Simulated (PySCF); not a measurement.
```xyz
16

C     3.0406    0.3135    0.5194
O     1.6540    0.5026    0.5202
Si    0.5026   -0.4223   -0.1421
Cl    0.7550   -2.3465    0.4485
C    -1.0749    0.3256    0.5345
C    -2.3394   -0.4886    0.5508
C    -2.2099    0.6505   -0.3992
H     3.2920   -0.7268    0.7349
H     3.4673    0.9572    1.2881
H     3.4581    0.5840   -0.4523
H     0.5747   -0.4498   -1.6037
H    -0.9514    1.0096    1.3657
H    -2.3024   -1.4923    0.1548
H    -3.0027   -0.3830    1.3963
H    -2.0887    0.4289   -1.4486
H    -2.7826    1.5463   -0.2113
```

Geometry: GFN2-xTB.

Level of theory: PySCF, PBE0/pcSseg-1, SCF density, gas phase, non-relativistic.

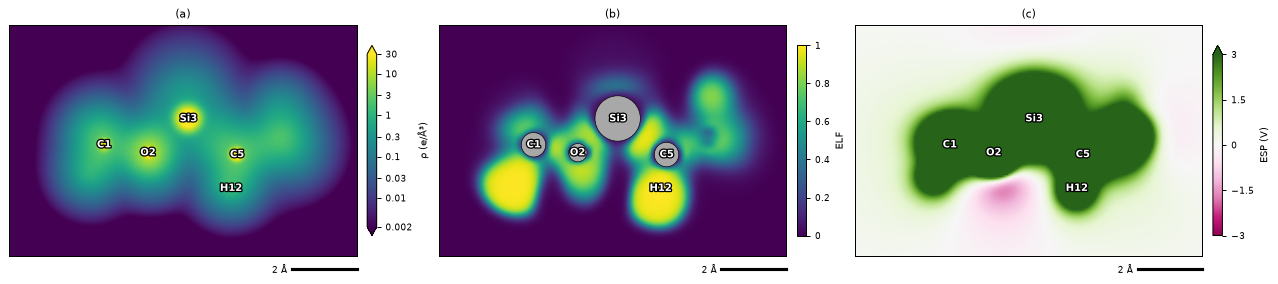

C$_{4}$H$_{9}$ClOSi. (a) total electron density; (b) ELF; (c) electrostatic potential on the plane of atoms O2, Si3 and C5. Grey discs cover the atomic cores in the ELF map.

Q: Read the bonding off the picture.

A: The plane passes through C, O, Si and H nuclei.
C–O (1.40 Å): ρ is about 2.1 e/Å³ halfway, with its minimum of 1.7 e/Å³ about 0.5 Å from C; the ELF peaks at about 0.90 between the atoms: a shared but strongly polarised pair.
Si–O (1.62 Å): ρ is about 1.2 e/Å³ halfway; the ELF peaks at about 0.85 between the atoms; a short, strongly polar bond.
C–Si (1.87 Å): ρ is about 0.98 e/Å³ halfway; the ELF peaks at about 0.95 between the atoms; localised, covalent bonding.
C–H (1.08 Å): ρ is about 2 e/Å³ halfway; the ELF climbs to about 1 towards the hydrogen, as it does in any bond to H; an ordinary covalent bond to hydrogen.
The ELF also peaks beside O2, away from the bonds: lone-pair regions.
Outside the dense part of the molecule the potential is most negative (−1.6 V) near O2.
